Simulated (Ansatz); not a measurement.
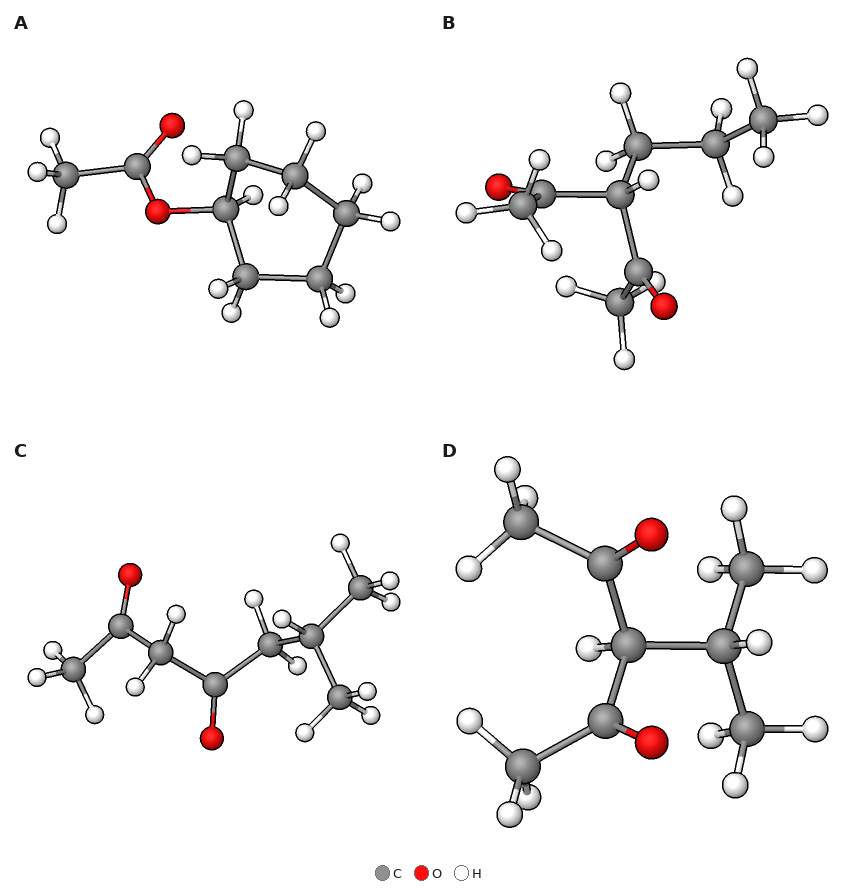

Source: calculation with Ansatz.

Q: Match each picture to its SMILES.
(1) CCCC(C(C)=O)C(C)=O
(2) CC(=O)C(C(C)=O)C(C)C
(3) CC(=O)CC(=O)CC(C)C
(4) CC(=O)OC1CCCCC1

A: A is (4), B is (1), C is (3), D is (2).
